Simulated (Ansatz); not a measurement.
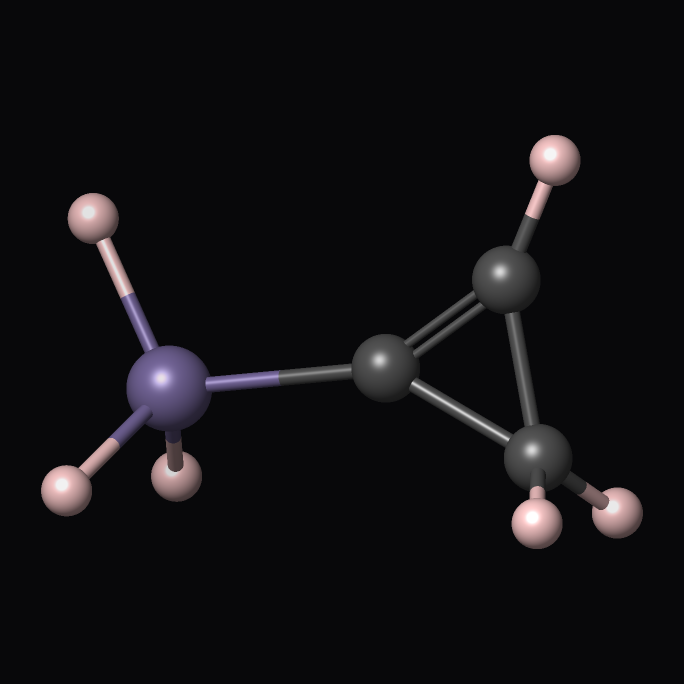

Multiple sticks mark multiple bonds (one Kekulé form). Colours: germanium purple, carbon dark grey, hydrogen pink.

**Which formula does it have?**

C₃H₆Ge, 10 atoms: 3 carbon, 6 hydrogen and 1 germanium.

**What is its SMILES?**

[GeH3][C]1=CC1

**How many atoms are distinct by symmetry?**

8: 1 Ge, 1 C, 1 C, 1 C, 1 H, 2 H, 1 H, 2 H.

**What is the point group of this geometry?**

Cs.

**Name some functional groups or characteristic bonds that it holds.**

Among them: alkene.

More results for the same structure follow; atom numbers are the same in all pictures, views and colours differ. The computed structure is the end point of a PBE0-D4/def2-TZVP optimisation. No frequency run is at hand to confirm it as a minimum.

**Shape**

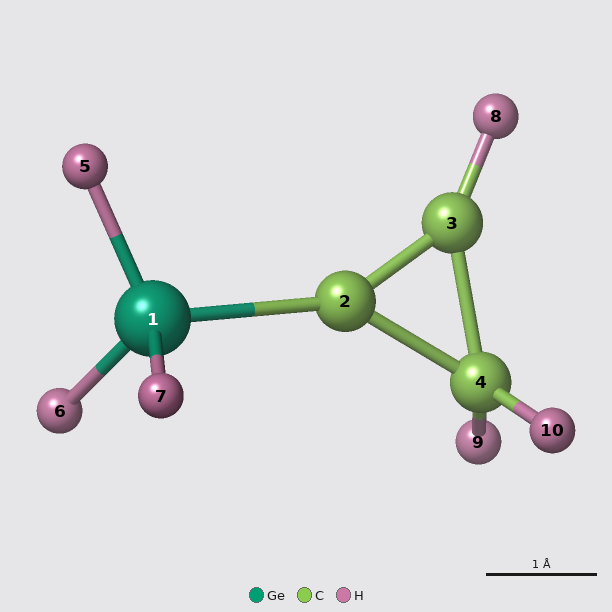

No frequency run is at hand to confirm it as a minimum.

Which atoms are bonded, and how long are the bonds?

```json
{"bond": "Ge1–C2", "length (Å)": "1.913"}
{"bond": "Ge1–H5", "length (Å)": "1.535"}
{"bond": "Ge1–H6", "length (Å)": "1.536"}
{"bond": "Ge1–H7", "length (Å)": "1.536"}
{"bond": "C2–C3", "length (Å)": "1.294"}
{"bond": "C2–C4", "length (Å)": "1.517"}
{"bond": "C3–C4", "length (Å)": "1.484"}
{"bond": "C3–H8", "length (Å)": "1.077"}
{"bond": "C4–H9", "length (Å)": "1.090"}
{"bond": "C4–H10", "length (Å)": "1.090"}
```

**Dipole moment**

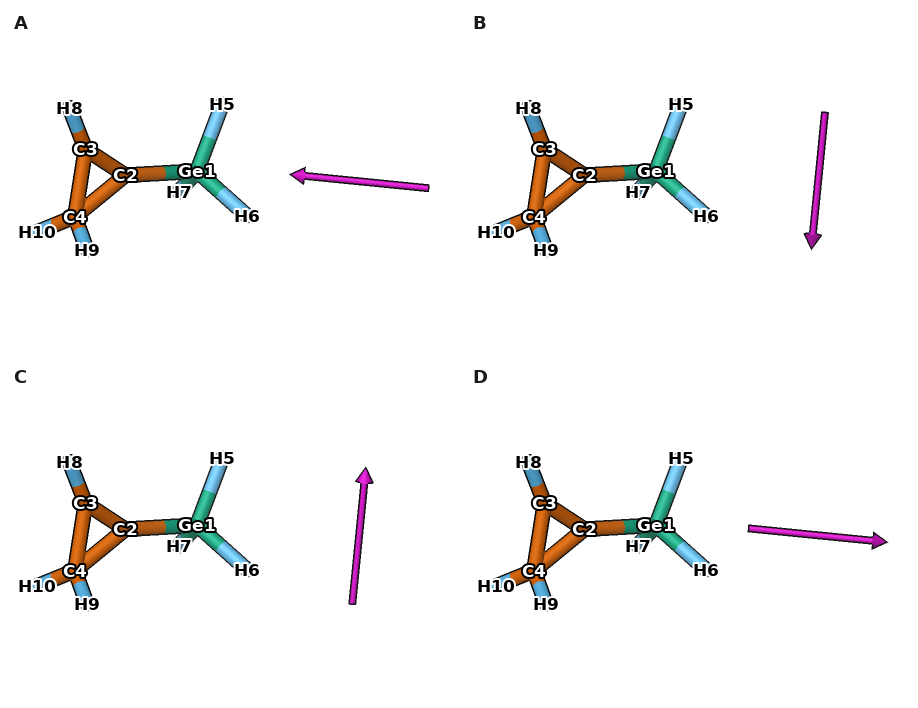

The same molecule four times, each with an arrow. No frequency run is at hand to confirm it as a minimum. Properties computed with RKS ωB97M-V/def2-TZVPP (Ansatz 0.2.0).

**Which arrow points along the dipole moment, from the negative to the positive end?**

C. The dipole moment is 0.46 D; it points from the side of H9, H10 to the side of H5, H8 (the outermost atoms at the two ends).

**Levels of theory compared**

No frequency run is at hand to confirm it as a minimum. Program: Ansatz 0.2.0.

Tabulate HOMO energy (eV) at these levels: B3LYP-D4/def2-TZVPP; PBE-D4/def2-TZVPP; PBE0-D4/def2-TZVPP; r2SCAN-D4/def2-TZVPP; ωB97M-V/def2-TZVPP; ωB97X-V/def2-TZVPP.

| level | HOMO energy (eV) |
| --- | --- |
| B3LYP-D4/def2-TZVPP | −7.02 |
| PBE-D4/def2-TZVPP | −6.10 |
| PBE0-D4/def2-TZVPP | −7.23 |
| r2SCAN-D4/def2-TZVPP | −6.28 |
| ωB97M-V/def2-TZVPP | −9.43 |
| ωB97X-V/def2-TZVPP | −9.54 |

**Charges**

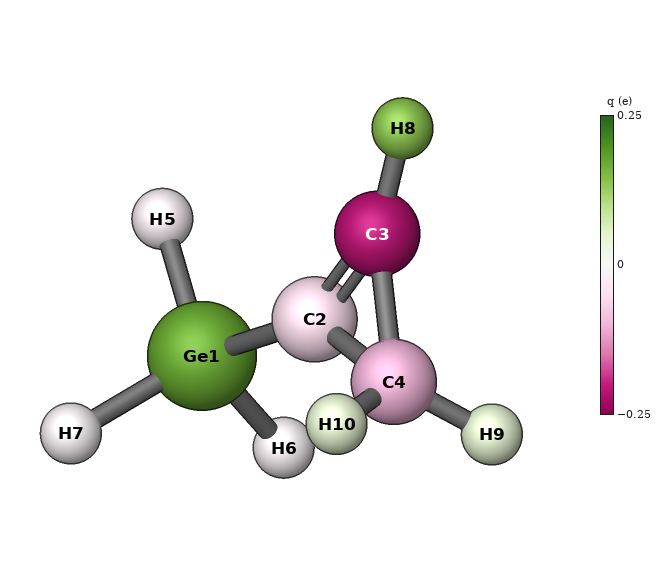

Atoms are coloured by their Mulliken charges. No frequency run is at hand to confirm it as a minimum. Method: RKS r2SCAN-D4/def2-TZVPP (Ansatz 0.2.0).

**Which atom carries the highest charge (most positive or least negative)?**

Ge1 (0.17 e).

**And the lowest?**

C3 (−0.21 e).

Give the Mulliken charges atom by atom.

| atom | value (e) |
| --- | --- |
| Ge1 | 0.17 |
| C2 | −0.05 |
| C3 | −0.21 |
| C4 | −0.10 |
| H5 | −0.02 |
| H6 | −0.01 |
| H7 | −0.01 |
| H8 | 0.14 |
| H9 | 0.05 |
| H10 | 0.05 |

Mulliken values depend strongly on the basis set and can even reverse the polarity of a bond.
